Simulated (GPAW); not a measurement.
## Geometry or basis: what sets the conductance of an In chain with one Li atom in line

Aim: the conductance of an In chain with one Li atom in line after relaxation, and whether geometry, basis or functional moves it most.

Main program and level: GPAW 26.7.0; GPAW LCAO, PAW setups; relaxation of the junction within the symmetry of its start, lead ends held, in the first sound run; inputs show where later runs differ.

### 1. Starting point

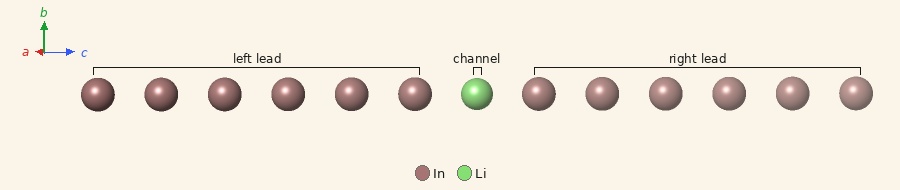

The starting structure, seen from the side, with the c axis across the page (indium brown, lithium green).

The cell holds 13 atoms: 12 In and 1 Li. Its edges and angles: a = 9.000 Å, b = 9.000 Å, c = 38.206 Å, α = 90.0°, β = 90.0°, γ = 90.0°. Regions: left lead, 6 atoms (6 In); channel, 1 atom (1 Li); right lead, 6 atoms (6 In). Vacuum lies along a and b. The structure is stacked along c, and the current runs across the ab planes.

Structure file:

```cif
data_structure
_symmetry_space_group_name_H-M 'P 1'
_symmetry_Int_Tables_number 1
_cell_length_a 9.0000
_cell_length_b 9.0000
_cell_length_c 38.2060
_cell_angle_alpha 90.000
_cell_angle_beta 90.000
_cell_angle_gamma 90.000
_cell_volume 3094.69
loop_
_atom_site_label
_atom_site_type_symbol
_atom_site_fract_x
_atom_site_fract_y
_atom_site_fract_z
_atom_site_occupancy
In1 In 0.50000 0.50000 0.03861 1
In2 In 0.50000 0.50000 0.11582 1
In3 In 0.50000 0.50000 0.19303 1
In4 In 0.50000 0.50000 0.27025 1
In5 In 0.50000 0.50000 0.34746 1
In6 In 0.50000 0.50000 0.42467 1
Li7 Li 0.50000 0.50000 0.50000 1
In8 In 0.50000 0.50000 0.57533 1
In9 In 0.50000 0.50000 0.65254 1
In10 In 0.50000 0.50000 0.72975 1
In11 In 0.50000 0.50000 0.80697 1
In12 In 0.50000 0.50000 0.88418 1
In13 In 0.50000 0.50000 0.96139 1
```

### 2. Relaxing the atoms

Transmission follows bond lengths closely, so the atoms between the held lead ends are relaxed first, within whatever symmetry the start has.

File run.py:

```python
import json
from ase import Atoms
from ase.constraints import FixAtoms
from ase.optimize import BFGS
from gpaw import GPAW, FermiDirac

device = Atoms(
    ['In', 'In', 'In', 'In', 'In', 'In', 'Li', 'In', 'In', 'In', 'In', 'In', 'In'],
    positions=[
        [4.50000, 4.50000, 1.47500],
        [4.50000, 4.50000, 4.42500],
        [4.50000, 4.50000, 7.37500],
        [4.50000, 4.50000, 10.32500],
        [4.50000, 4.50000, 13.27500],
        [4.50000, 4.50000, 16.22500],
        [4.50000, 4.50000, 19.10300],
        [4.50000, 4.50000, 21.98100],
        [4.50000, 4.50000, 24.93100],
        [4.50000, 4.50000, 27.88100],
        [4.50000, 4.50000, 30.83100],
        [4.50000, 4.50000, 33.78100],
        [4.50000, 4.50000, 36.73100]],
    cell=[[9.0, 0.0, 0.0], [0.0, 9.0, 0.0], [0.0, 0.0, 38.206]],
    pbc=True)

device.set_constraint(FixAtoms([0, 1, 2, 3, 4, 8, 9, 10, 11, 12]))
device.calc = GPAW(mode='lcao', basis='dzp', xc='PBE', h=0.18,
                   kpts={'size': (1, 1, 2), 'gamma': True},
                   symmetry={'tolerance': 1e-3, 'extra_ids': [1, 1, 1, 1, 1, 0, 0, 0, 1, 1, 1, 1, 1]},
                   occupations=FermiDirac(0.1), maxiter=250,
                   mixer=dict(beta=0.1, nmaxold=8, weight=100.0),
                   convergence=dict(density=0.0001), txt='relax.txt')
path = []
opt = BFGS(device, maxstep=0.15)
opt.attach(lambda: path.append((device.get_potential_energy(), device.positions.tolist(), device.get_forces().tolist())))
relaxed = bool(opt.run(fmax=0.05, steps=50))
json.dump(dict(relaxed=relaxed, path=path, positions=device.positions.tolist(), moments=device.get_magnetic_moments().tolist(),
               forces=device.get_forces(apply_constraint=False).tolist()), open('result.json', 'w'))
```

The run is started by

```
OMP_NUM_THREADS=1 OPENBLAS_NUM_THREADS=1 python run.py
```

Output:

```text
Step          Energy          fmax
BFGS:    0      -16.054858        0.204636
BFGS:    1      -16.056032        0.219547
BFGS:    2      -16.066101        0.014290
```

Wall time 2.6 min (1 thread of Arm Neoverse V1, shared host); peak memory 1.7 GiB.

Relaxation path:

| step | energy less that of the first step (eV) | largest force (eV/Å) |
| --- | --- | --- |
| 1 | 0.0000 | 0.2046 |
| 2 | -0.0012 | 0.2195 |
| 3 | -0.0124 | 0.0143 |

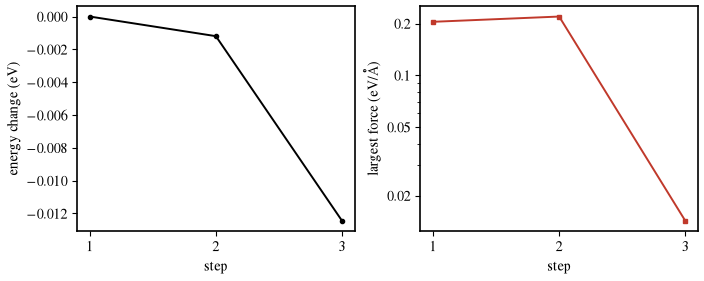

Energy and largest force along the relaxation.

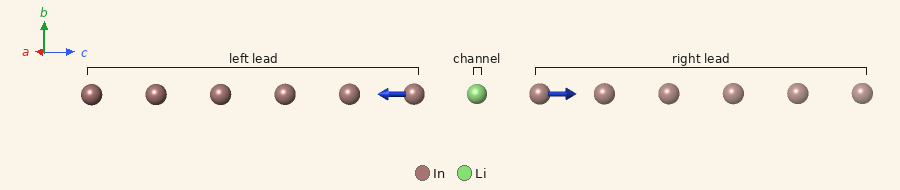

Displacements in the relaxation, exaggerated; the longest in the cell stands for 0.05 Å.

The atoms that moved most (Å):

| atom | dx | dy | dz | length |
| --- | --- | --- | --- | --- |
| In6 | 0.000 | 0.000 | -0.046 | 0.046 |
| In8 | 0.000 | 0.000 | 0.046 | 0.046 |

The relaxation lowered the energy of the cell by 0.0124 eV (energies extrapolated to zero smearing; the optimiser's log prints free energies). The largest force left on a free atom is 0.014 eV/Å.

### 3. Double-zeta polarised basis

The script solves lead and junction separately, takes H and S in the orbital basis, and joins semi-infinite leads through their self-energies; the dzp basis is the working standard.

This step: GPAW LCAO, PAW setups; Landauer transmission from Green's functions with principal layers (ASE), zero bias (GPAW 26.7.0).

File run.py:

```python
import json
import numpy as np
from ase import Atoms
from ase.transport.calculators import TransportCalculator
from gpaw import GPAW, FermiDirac
from gpaw.lcao.tools import get_lcao_hamiltonian
from scipy.linalg import eigh

# The junction with lead layers at both ends, along the third cell vector
device = Atoms(
    ['In', 'In', 'In', 'In', 'In', 'In', 'Li', 'In', 'In', 'In', 'In', 'In', 'In'],
    positions=[
        [4.50000, 4.50000, 1.47500],
        [4.50000, 4.50000, 4.42500],
        [4.50000, 4.50000, 7.37500],
        [4.50000, 4.50000, 10.32500],
        [4.50000, 4.50000, 13.27500],
        [4.50000, 4.50000, 16.17903],
        [4.50000, 4.50000, 19.10300],
        [4.50000, 4.50000, 22.02697],
        [4.50000, 4.50000, 24.93100],
        [4.50000, 4.50000, 27.88100],
        [4.50000, 4.50000, 30.83100],
        [4.50000, 4.50000, 33.78100],
        [4.50000, 4.50000, 36.73100]],
    cell=[[9.0, 0.0, 0.0], [0.0, 9.0, 0.0], [0.0, 0.0, 38.206]],
    pbc=True)

# One principal layer of the lead: the first 3 atoms of the device
lead = Atoms(
    ['In', 'In', 'In'],
    positions=[
        [4.50000, 4.50000, 1.47500],
        [4.50000, 4.50000, 4.42500],
        [4.50000, 4.50000, 7.37500]],
    cell=[[9.0, 0.0, 0.0], [0.0, 9.0, 0.0], [0.0, 0.0, 8.85]],
    pbc=True)

settings = dict(mode='lcao', basis='dzp', xc='PBE', h=0.2,
                occupations=FermiDirac(0.1), maxiter=250,
                mixer=dict(beta=0.1, nmaxold=8, weight=100.0),
                convergence=dict(density=0.0001))
energies = np.arange(-2, 2 + 1e-9, 0.025)
eta = 0.0001
n1, n2 = 1, 1
# k and -k transmit alike, so half of the mesh across the current serves
mesh = [(i, j) for i in range(n1) for j in range(n2) if (i, j) <= (-i % n1, -j % n2)]
weights = np.array([1 if (i, j) == (-i % n1, -j % n2) else 2 for i, j in mesh]) / (n1 * n2)

# [... helper functions left out ...]
fermi_lead = ground_state(lead, (1, 1, 13), 'lead.txt')
fermi_device = ground_state(device, (1, 1, 2), 'device.txt')
# [... loop over the mesh left out, but for ...]
        # Shift the lead onto the potential of the device's first layer
        shift = ((H[:, 0, 0] - H0[:, 0, 0]) / S0[0, 0]).real.mean()
# [...]
kT = 8.617333e-5 * 300
bias = [0.1, 0.2, 0.5, 1.0, 1.5, 2.0]
# [... integrals and printing left out ...]
```

Output:

```text
basis functions: device 281, principal layer 69
Fermi level: lead -2.2014 eV, device -2.1675 eV; lead shifted by -0.0201 eV
largest coupling past the next layer 1.88e-06 eV, largest misfit of the first layer 0.016 eV
  E-E_F (eV)   T (one spin)  channels
    -2.000    6.7244e-04    1.0000
    -1.975    4.3004e-09    0.0000
    -1.950    8.9298e-10    0.0000
    -1.925    3.9757e-10    0.0000
    -1.900    2.3252e-10    0.0000
    -1.875    1.5824e-10    0.0000
    -1.850    1.1915e-10    0.0000
    -1.825    9.6696e-11    0.0000
    -1.800    8.3303e-11    0.0000
    -1.775    7.5448e-11    0.0000
    -1.750    7.1385e-11    0.0000
    -1.725    7.0256e-11    0.0000
    -1.700    7.1722e-11    0.0000
    -1.675    7.5815e-11    0.0000
    -1.650    8.2908e-11    0.0000
    -1.625    9.3785e-11    0.0000
[...]
1.825    7.2963e-01    3.0000
     1.850    7.4167e-01    3.0000
     1.875    7.4661e-01    3.0000
     1.900    7.5296e-01    3.0000
     1.925    7.5956e-01    3.0000
     1.950    7.6628e-01    3.0000
     1.975    7.7311e-01    3.0000
     2.000    7.8003e-01    3.0000
conductance at 300 K: 0.53483 G0 a cell; thermopower -5.519 uV/K
current from the zero-bias T(E) at 0.1 V: 4.1045 uA
current from the zero-bias T(E) at 0.2 V: 7.9562 uA
current from the zero-bias T(E) at 0.5 V: 16.847 uA
current from the zero-bias T(E) at 1.0 V: 28.68 uA
current from the zero-bias T(E) at 1.5 V: 40.352 uA
current from the zero-bias T(E) at 2.0 V: 52.974 uA
```

It took 78 s on 1 thread; peak memory 1.3 GiB.

Numbers from this step:

```yaml
conductance: 0.5348 G₀
largest_coupling_past_the_next_principal_layer: 1.88e-6 eV
largest_misfit_of_the_first_principal_layer: 0.01603 eV
shift_that_aligns_the_lead: -0.02005 eV
basis_functions_of_the_junction: 281
basis_functions_of_a_principal_layer: 69
transmission_at_the_fermi_level_one_spin: 0.5467
open_channels_of_the_lead_at_the_fermi_level_one_spin: 3
```

One spin. Table of transmission, zone mean by energy, zero at the Fermi level:

| energy (eV) | transmission, zone mean |
| --- | --- |
| -2.0000 | 6.7e-4 |
| -1.7500 | 7.1e-11 |
| -1.5000 | 3.0e-10 |
| -1.2500 | 0.291 |
| -1.0000 | 0.187 |
| -0.7500 | 0.172 |
| -0.5000 | 0.176 |
| -0.2500 | 0.189 |
| 0.0000 | 0.547 |
| 0.2500 | 0.461 |
| 0.5000 | 0.413 |
| 0.7500 | 0.450 |
| 1.0000 | 0.500 |
| 1.2500 | 0.564 |
| 1.5000 | 0.641 |
| 1.7500 | 0.712 |
| 2.0000 | 0.780 |

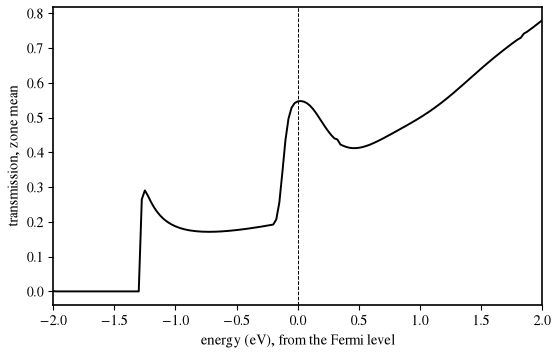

Transmission, zone mean against energy.

Crossings of the lead's bands, unfolded to its shortest repeat. Open channels, zone mean against energy, zero at the Fermi level:

| energy (eV) | open channels, zone mean |
| --- | --- |
| -2.000 | 1 |
| -1.500 | 0 |
| -1.000 | 1 |
| -0.500 | 1 |
| 0.000 | 3 |
| 0.500 | 3 |
| 1.000 | 3 |
| 1.500 | 3 |
| 2.000 | 3 |

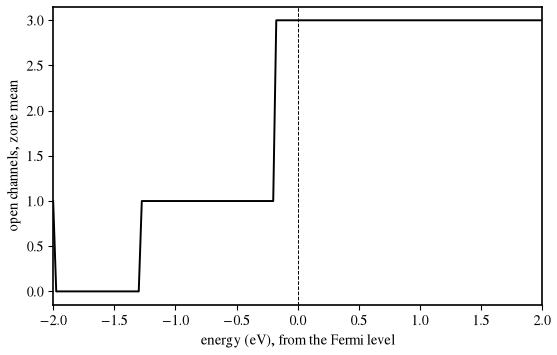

Open channels, zone mean against energy.

Not self-consistent under bias; the bias window is split evenly. The current through one cell, from the zero-bias transmission by bias:

| bias (V) | current through one cell, from the zero-bias transmission (μA) |
| --- | --- |
| 0.100 | 4.10 |
| 0.200 | 7.96 |
| 0.500 | 16.8 |
| 1.000 | 28.7 |
| 1.500 | 40.4 |
| 2.000 | 53.0 |

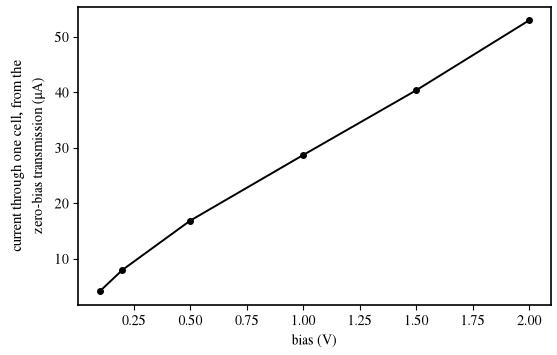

Current through one cell, from the zero-bias transmission, plotted against bias.

Transmission of the three most open eigenchannels against energy, zero at the Fermi level:

| energy (eV) | channel 1 | channel 2 = channel 3 |
| --- | --- | --- |
| -2.000 | 6.7e-4 | 0 |
| -1.500 | 3.0e-10 | 0 |
| -1.000 | 0.187 | 0 |
| -0.500 | 0.176 | 0 |
| 0.000 | 0.206 | 0.170 |
| 0.500 | 0.251 | 0.0811 |
| 1.000 | 0.322 | 0.0888 |
| 1.500 | 0.434 | 0.104 |
| 2.000 | 0.579 | 0.101 |

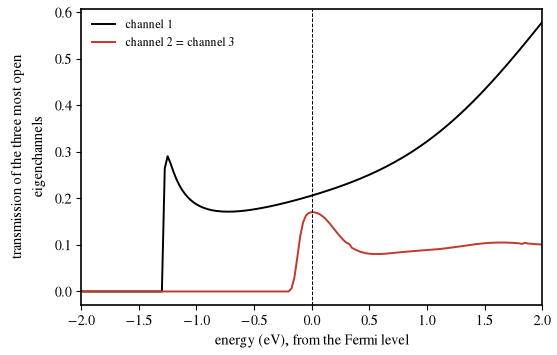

Transmission of the three most open eigenchannels, plotted against energy.

Couplings past the next layer reach 1.9e-6 eV, small enough to drop; the matrix elements of the cell's first layer differ from the bulk lead's by up to 0.016 eV. That layer keeps its own values in the calculation, and only beyond it is the lead taken as perfect. The Fermi levels of lead and junction count from different zeros of potential, one for each periodic cell; with both set to zero, the small remaining shift is what aligns them. By hand: G = 0.5348 × 77.48 μS = 41.4 μS, a resistance of 24.1 kΩ; at 0.1 V a linear junction would pass 4.14 μA, and the integral over the bias window gives 4.10 μA.

### 4. GPAW, szp: basis = "szp(dzp)"

The second zeta is dropped, the polarisation orbitals stay.

Changes to run.py since step 3:

```diff
@@ -38,3 +38,3 @@
 
-settings = dict(mode='lcao', basis='dzp', xc='PBE', h=0.2,
+settings = dict(mode='lcao', basis='szp(dzp)', xc='PBE', h=0.2,
                 occupations=FermiDirac(0.1), maxiter=250,
```

Output:

```text
basis functions: device 172, principal layer 42
Fermi level: lead -2.3506 eV, device -2.2974 eV; lead shifted by -0.0202 eV
largest coupling past the next layer 1.86e-06 eV, largest misfit of the first layer 0.015 eV
  E-E_F (eV)   T (one spin)  channels
    -2.000    6.9159e-11    0.0000
    -1.975    4.9461e-11    0.0000
    -1.950    3.8022e-11    0.0000
    -1.925    3.0928e-11    0.0000
    -1.900    2.6353e-11    0.0000
    -1.875    2.3359e-11    0.0000
    -1.850    2.1435e-11    0.0000
    -1.825    2.0293e-11    0.0000
    -1.800    1.9770e-11    0.0000
    -1.775    1.9783e-11    0.0000
    -1.750    2.0307e-11    0.0000
    -1.725    2.1365e-11    0.0000
    -1.700    2.3029e-11    0.0000
    -1.675    2.5427e-11    0.0000
    -1.650    2.8767e-11    0.0000
    -1.625    3.3365e-11    0.0000
[...]
1.825    6.7509e-01    3.0000
     1.850    6.8511e-01    3.0000
     1.875    6.9070e-01    3.0000
     1.900    6.9693e-01    3.0000
     1.925    7.0331e-01    3.0000
     1.950    7.0979e-01    3.0000
     1.975    7.1634e-01    3.0000
     2.000    7.2297e-01    3.0000
conductance at 300 K: 0.52815 G0 a cell; thermopower -4.651 uV/K
current from the zero-bias T(E) at 0.1 V: 4.0488 uA
current from the zero-bias T(E) at 0.2 V: 7.8211 uA
current from the zero-bias T(E) at 0.5 V: 16.359 uA
current from the zero-bias T(E) at 1.0 V: 27.608 uA
current from the zero-bias T(E) at 1.5 V: 38.744 uA
current from the zero-bias T(E) at 2.0 V: 50.836 uA
```

It took 59 s on 1 thread; peak memory 1.2 GiB.

This step gave:

| Quantity | Value |
| --- | --- |
| conductance | 0.5281 G₀ |
| largest coupling past the next principal layer | 1.86e-6 eV |
| largest misfit of the first principal layer | 0.01464 eV |
| shift that aligns the lead | -0.02020 eV |
| basis functions of the junction | 172 |
| basis functions of a principal layer | 42 |
| transmission at the Fermi level (one spin) | 0.5410 |

One spin. The transmission, zone mean by energy, zero at the Fermi level:

| energy (eV) | transmission, zone mean |
| --- | --- |
| -2.0000 | 6.9e-11 |
| -1.7500 | 2.0e-11 |
| -1.5000 | 1.1e-10 |
| -1.2500 | 0.0725 |
| -1.2000 | 0.260 |
| -1.0000 | 0.193 |
| -0.7500 | 0.171 |
| -0.5000 | 0.173 |
| -0.2500 | 0.183 |
| 0.0000 | 0.541 |
| 0.2500 | 0.437 |
| 0.5000 | 0.389 |
| 0.7500 | 0.422 |
| 1.0000 | 0.468 |
| 1.2500 | 0.526 |
| 1.5000 | 0.593 |
| 1.7500 | 0.658 |
| 2.0000 | 0.723 |

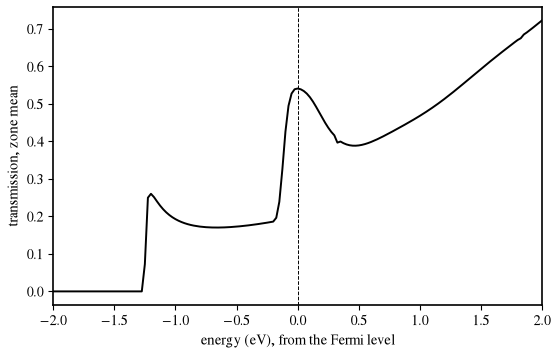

Transmission, zone mean, plotted against energy.

Crossings of the lead's bands, unfolded to its shortest repeat. The open channels, zone mean by energy, zero at the Fermi level:

| energy (eV) | open channels, zone mean |
| --- | --- |
| -1.5000 | 0 |
| -1.2500 | 1 |
| -1.0000 | 1 |
| -0.7500 | 1 |
| -0.5000 | 1 |
| -0.2500 | 1 |
| 0.0000 | 3 |
| 0.2500 | 3 |
| 0.5000 | 3 |
| 0.7500 | 3 |
| 1.0000 | 3 |
| 1.2500 | 3 |
| 1.5000 | 3 |
| 1.7500 | 3 |
| 2.0000 | 3 |

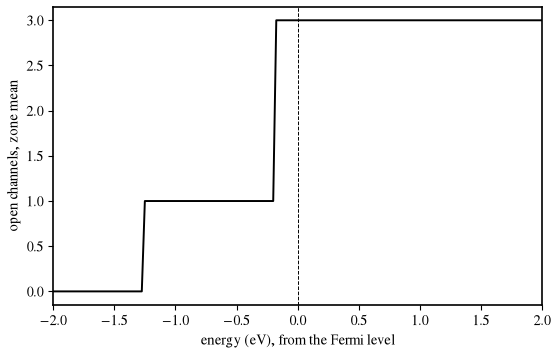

Open channels, zone mean, plotted against energy.

Not self-consistent under bias; the bias window is split evenly. The current through one cell, from the zero-bias transmission by bias:

| bias (V) | current through one cell, from the zero-bias transmission (μA) |
| --- | --- |
| 0.100 | 4.05 |
| 0.200 | 7.82 |
| 0.500 | 16.4 |
| 1.000 | 27.6 |
| 1.500 | 38.7 |
| 2.000 | 50.8 |

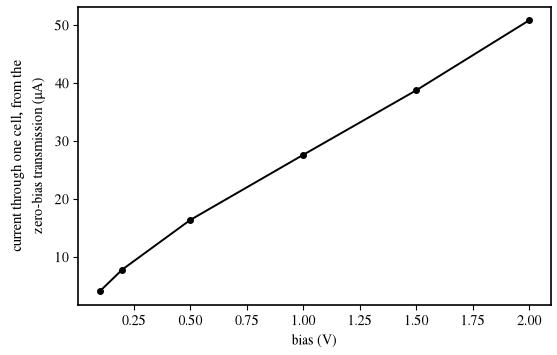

Current through one cell, from the zero-bias transmission against bias.

Table of transmission of the three most open eigenchannels by energy, zero at the Fermi level:

| energy (eV) | channel 1 | channel 2 = channel 3 |
| --- | --- | --- |
| -1.400 | 5.7e-10 | 0 |
| -1.200 | 0.260 | 0 |
| -1.000 | 0.193 | 0 |
| -0.800 | 0.173 | 0 |
| -0.600 | 0.171 | 0 |
| -0.400 | 0.176 | 0 |
| -0.200 | 0.186 | 2.3e-9 |
| 0.000 | 0.199 | 0.171 |
| 0.200 | 0.215 | 0.124 |
| 0.400 | 0.235 | 0.0786 |
| 0.600 | 0.258 | 0.0702 |
| 0.800 | 0.286 | 0.0722 |
| 1.000 | 0.320 | 0.0740 |
| 1.200 | 0.360 | 0.0766 |
| 1.400 | 0.405 | 0.0803 |
| 1.600 | 0.456 | 0.0820 |
| 1.800 | 0.511 | 0.0800 |
| 2.000 | 0.568 | 0.0776 |

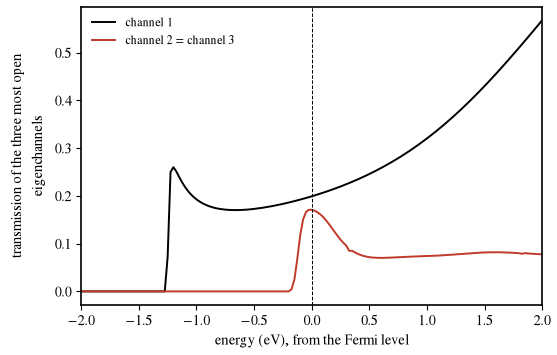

Transmission of the three most open eigenchannels against energy.

The conductance, 0.528 G₀, lies 1.3 % below that of the dzp run.

(Continued in part 2 of 2.)

[Logs are printed without paths, hosts, clocks, repeated set-up lines and the standing remarks that a program may print on its own settings, such as how far it seeks lower states.]

[Hosts, paths, dates, database ids (printed as entryN), source tags and the programs' standing remarks are cut or masked in the printed files.]
